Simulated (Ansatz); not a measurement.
RbZnCl3 (Pm-3m): refractive index against wavelength

The refractive index of RbZnCl3 (Pm-3m) below the direct gap (1.81 eV on the mesh) is read from one computed spectrum, n = √(Re ε).

It takes space group Pm-3m (No. 221, cubic). The conventional cell has a = 5.009 Å, b = 5.009 Å, c = 5.009 Å, α = 90.00°, β = 90.00°, γ = 90.00°. Rb on site a is surrounded by 12 Cl at 3.54 Å. Zn on site b has 6 Cl at 2.50 Å as nearest neighbours. Cl on site c is surrounded by 2 Zn at 2.50 Å.

Method: Ansatz 0.2.0, PBE, independent particles, k-mesh 5×5×5 with interpolation inside its cells, Gaussian parameter 0.2 eV.

Launch of the response step: `ansatz run input.yaml --threads 2 --pin off --max-ram 5120MiB --backend cpu --events-out ev --progress --plain --runs-dir out`. The run took 47 s, on 2 threads of AMD EPYC 7R43 64-Core Processor (Zen 3), with other jobs on the host.

```
wavelength (nm)  photon energy E (eV)       n
           3000                 0.413  1.9755
           2000                 0.620  1.9807
           1550                 0.800  1.9872
           1310                 0.946  1.9942
           1064                 1.165       ?
```

In the single-oscillator model n² − 1 = E₀E_d/(E₀² − E²), so 1/(n² − 1) = E₀/E_d − E²/(E₀E_d) is linear in E².

Working, on the rows shown:

| x = E² (eV²) | y = 1/(n² − 1) |
| --- | --- |
| 0.170801 | 0.344519 |
| 0.384302 | 0.342094 |
| 0.639837 | 0.339102 |
| 0.895757 | 0.335927 |

Means: x̄ = 0.52267, ȳ = 0.34041. Σ(x − x̄)(y − ȳ) = -0.003504, Σ(x − x̄)² = 0.2959. Slope = -0.003504 / 0.2959 = -0.01184; intercept = ȳ − slope · x̄ = 0.3466. Turned back into n, the line misses the rows shown by at most 0.00017.

Problem. What does the fit predict for the withheld row, and how well does it do?

Solution. At x = 1.3578 the line gives y = 0.33052, that is 2.0064. The run gave 2.0084, so the extrapolation is off by 0.002, 6 % of the range in the table. Beyond its data the fit drifts from the curve.

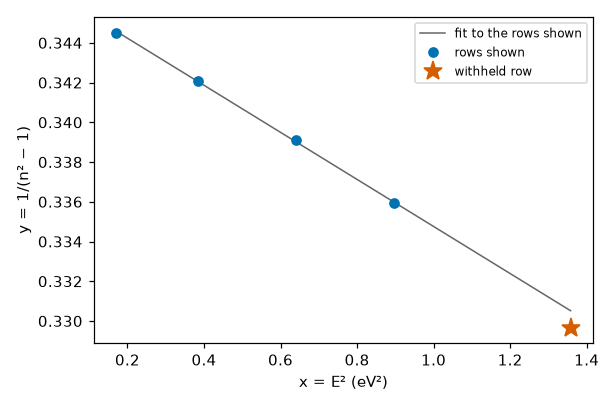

Refitted with all rows, the slope is -0.01254 and the intercept 0.3469. These give E₀ = √(intercept/−slope) = 5.26 eV and E_d = E₀/intercept = 15.2 eV; E₀ is 2.9 times the direct gap. The electronic limit at long wavelengths, without lattice vibrations, is n = √(1 + 1/intercept) = 1.970. The structure is a model and need not exist. Excitons are left out and so are local fields; PBE gaps are as a rule too small. Spin-orbit coupling is left out.

[Logs are printed without paths, hosts, clocks, repeated set-up lines and the standing remarks that a program may print on its own settings, such as how far it seeks lower states.]
